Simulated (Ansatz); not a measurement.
# AlH2OF (SMILES [OH][AlH][F]) at 6 levels

Wanted: a comparison of 6 runs (BLYP/STO-3G, r2SCAN/STO-3G, revPBE/STO-3G, UMP2/STO-3G, BCCD(T)/STO-3G, CCSDT(Q)/STO-3G) of AlH2OF. 

The results are computed with Ansatz 0.2.0.

69 further runs of the same task are left out: 5 that didn't finish, 64 set aside as unsound or not needed.

### Step 1. The system as given

AlH2OF has 5 atoms, charge 0, and is taken as a singlet. As SMILES, `[OH][AlH][F]`. The Al2–O1 distance was set to 4.087 Å, away from the relaxed value. At this shape a bond of the SMILES string is far longer than usual.

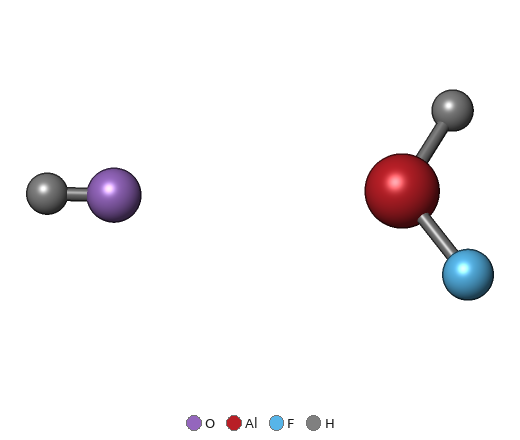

The structure, seen from a chosen angle (oxygen purple, aluminium red, fluorine blue, hydrogen grey).

### Step 2. The energy at BLYP/STO-3G (run 1)

run.yaml

```yaml
crystal:
  periodic: [false, false, false]
  atoms:
    - {symbol: O, position_ang: [-3.263756, 1.023190, -1.034325]}
    - {symbol: Al, position_ang: [0.472970, -0.139110, 0.144100]}
    - {symbol: F, position_ang: [0.778780, -1.566900, 0.912060]}
    - {symbol: H, position_ang: [-4.113176, 1.326050, -1.321385]}
    - {symbol: H, position_ang: [1.641100, 0.751530, -0.114560]}
basis:
  gaussian:
    orbitals: STO-3G
hamiltonian:
  xc: {name: BLYP}
accuracy: high
```

The run is started by

```bash
$ ansatz run run.yaml --threads 1 --pin off --max-ram 2610MiB --events-out events.jsonl --progress --plain --runs-dir runs
```

The program printed:

```text
Warning: RAYON_NUM_THREADS=1 ignored (pool sized by the plan → 1); use --threads N
Functional definition: BLYP
  name "BLYP"
  parameter beta = 0.0042
  parameter a = 0.04918
  parameter b = 0.132
  parameter c = 0.2533
  parameter d = 0.349
  exchange = b88_x(beta = beta)
  correlation = lyp_c(a = a, b = b, c = c, d = d)
336 factors; integrals over basis functions are off by at most 3.2e-8 eV
mean field evaluation 1: about -11225.9003 eV, gradient 3.6e1 eV
mean field evaluation 2: about -10870.5127 eV, gradient 1.1e2 eV
mean field evaluation 4: about -11228.2432 eV, gradient 2.8e1 eV
mean field evaluation 8: about -11219.4432 eV, gradient 2.3e1 eV
mean field evaluation 16: about -11237.7024 eV, gradient 3.3e-1 eV
mean field evaluation 32: about -11233.1043 eV, gradient 3.0e1 eV
mean field -11237.70331915 eV, -412.9779797897 hartree, gradient 4.5e-8 eV, S^2 0.000000; 2 other end points of the search recorded, 0 dependent functions left out
reference -11237.70336138 eV, -412.9779813416 hartree; 16, 16 occupied and 5, 5 virtual orbitals, 336 factors
Total energy: -11237.70336138 eV, -412.9779813416 hartree
```

Run time: 1.4 s. Hardware: 1 thread of Arm Neoverse V2, shared host; peak memory 0.097 GiB.

### Step 3. A single-point energy at r2SCAN/STO-3G (run 2)

Edit run.yaml of step 2 so:

```diff
@@ -9,6 +9,5 @@
 basis:
-  gaussian:
-    orbitals: STO-3G
-hamiltonian:
-  xc: {name: BLYP}
+  gaussian: {orbitals: STO-3G}
+magnetization: {spin_polarized: false, initial_magnetization: 0}
+hamiltonian: {xc: {name: r2SCAN}}
 accuracy: high
```

The run is started by

```bash
$ ansatz run run.yaml --threads 1 --pin off --max-ram 2610MiB --events-out events.jsonl --progress --plain --runs-dir runs
```

The program printed:

```text
Warning: RAYON_NUM_THREADS=1 ignored (pool sized by the plan → 1); use --threads N
Functional definition: r2SCAN
  name "r2SCAN"
  parameter k0 = 0.174
  parameter k1 = 0.065
  parameter a1 = 4.9479
  exchange = r2scan_x(k0 = k0, k1 = k1, a1 = a1)
  correlation = r2scan_c
336 factors; integrals over basis functions are off by at most 3.2e-8 eV
mean field evaluation 1: about -11226.6367 eV, gradient 3.5e1 eV
mean field evaluation 2: about -10876.6192 eV, gradient 1.0e2 eV
mean field evaluation 4: about -11229.6706 eV, gradient 2.1e1 eV
mean field evaluation 8: about -11219.1316 eV, gradient 2.4e1 eV
mean field evaluation 16: about -11237.4333 eV, gradient 1.4e-1 eV
mean field evaluation 32: about -11237.4373 eV, gradient 1.1e-2 eV
mean field evaluation 64: about -11236.9602 eV, gradient 8.7e0 eV
mean field -11237.44448651 eV, -412.9684678659 hartree, gradient 5.9e-9 eV, S^2 0.000000; 2 other end points of the search recorded, 0 dependent functions left out
reference -11237.44448697 eV, -412.9684678829 hartree; 16, 16 occupied and 5, 5 virtual orbitals, 336 factors
Total energy: -11237.44448697 eV, -412.9684678829 hartree
```

Run time: 23 s. Hardware: 1 thread of Arm Neoverse V2, shared host; peak memory 0.14 GiB.

Run 3 isn't shown in full; the table further down has it.

### Step 4. The energy at UMP2/STO-3G (run 4)

in.yaml

```yaml
crystal:
  periodic: [false, false, false]
  atoms:
    - symbol: O
      position_ang: [-3.263756, 1.023190, -1.034325]
    - symbol: Al
      position_ang: [0.472970, -0.139110, 0.144100]
    - symbol: F
      position_ang: [0.778780, -1.566900, 0.912060]
    - symbol: H
      position_ang: [-4.113176, 1.326050, -1.321385]
    - symbol: H
      position_ang: [1.641100, 0.751530, -0.114560]
basis:
  gaussian: {orbitals: STO-3G}
magnetization: {spin_polarized: true}
correlation: {method: mp2, frozen_orbitals: {Al: 5, F: 1, H: 0, O: 1}}
accuracy: high
```

The run is started by

```bash
$ ansatz run in.yaml --threads 1 --pin off --max-ram 2610MiB --events-out events.jsonl --progress --plain --runs-dir runs
```

The program printed, shortened:

```text
Warning: RAYON_NUM_THREADS=1 ignored (pool sized by the plan → 1); use --threads N
Functional definition: HF
  name "HF"
[...]
336 factors; integrals over basis functions are off by at most 3.2e-8 eV
[...]
mean field -11209.80519019 eV, -411.9527424606 hartree, gradient 1.7e-8 eV, S^2 1.008520; 11 other end points of the search recorded, 0 dependent functions left out
7 core orbitals not correlated: weight in the atoms' cores, before any rotation towards them, 1.000 or more for the frozen orbitals, at most 0.000 for the correlated occupied ones
reference -11209.80519019 eV, -411.9527424606 hartree; 9, 9 occupied and 5, 5 virtual orbitals, 336 factors
second order -1.39737118 eV of doubles, -0.00000000 eV of singles
Total energy: -11211.20256136 eV, -412.0040949041 hartree
```

It took 0.36 s on 1 thread of Arm Neoverse V2, shared host.

Run 5 isn't shown in full; the table further down has it.

### Step 5. A single-point energy at CCSDT(Q)/STO-3G (run 6)

Edit run.yaml of step 3 so:

```diff
@@ -9,5 +9,9 @@
 basis:
-  gaussian: {orbitals: STO-3G}
-magnetization: {spin_polarized: false, initial_magnetization: 0}
-hamiltonian: {xc: {name: r2SCAN}}
+  gaussian:
+    orbitals: STO-3G
+correlation:
+  method: ccsdt_q
+  frozen_orbitals: {Al: 5, F: 1, H: 0, O: 1}
 accuracy: high
+scf:
+  omitted_lower_state_checks: [cluster_reference, increment]
```

The run is started by

```bash
$ ansatz run run.yaml --threads 1 --pin off --max-ram 2610MiB --events-out events.jsonl --progress --plain --runs-dir runs
```

The program printed:

```text
Warning: RAYON_NUM_THREADS=1 ignored (pool sized by the plan → 1); use --threads N
[... 14 lines left out ...]
7 core orbitals not correlated: weight in the atoms' cores, before any rotation towards them, 1.000 or more for the frozen orbitals, at most 0.000 for the correlated occupied ones
[... 68 lines left out ...]
WARN: these amplitudes may be one of several solutions (largest doubles amplitude 1.16, level shift 14.35 eV)
Total energy: -11211.83636123 eV, -412.0273866195 hartree
Checks for a lower state left out: cluster_reference, increment
```

Wall time 0.66 s (1 thread of Arm Neoverse V2, shared host).

### Step 6. Overview of the runs

```tsv
run	level	frozen core orbitals	energy (Eh)	wall time
1	BLYP/STO-3G	–	-412.977981	1.4 s
2	r2SCAN/STO-3G	–	-412.968468	23 s
3	revPBE/STO-3G	–	-412.959893	1.6 s
4	UMP2/STO-3G	7	-412.004095	0.36 s
5	BCCD(T)/STO-3G	7	-412.032695	0.3 s
6	CCSDT(Q)/STO-3G	7	-412.027387	0.66 s
```

### Step 7. Summary of results

```
                                          quantity          value
                               run 6: total energy  -412.02739 Eh
run 6: correlation energy (7 core orbitals frozen)     -309.2 mEh
                              run 6: T1 diagnostic          0.098
```

In words: Totals of different functionals can't be ranked against each other. In runs 5, 6 the log says that unrestricted orbitals would lower the reference, so the values rest on an unstable closed-shell determinant (other closed-shell runs at this shape may share the fault). In runs 1, 2, 3, 4, 5, 6 the basis is minimal, so the values are rough. Spin contamination of the reference: run 4 ⟨S²⟩ = 1.01. Where it is this large, the reference is a mixture of spin states, and values that rest on it are in doubt. All runs together took 27 s, the longest 23 s.
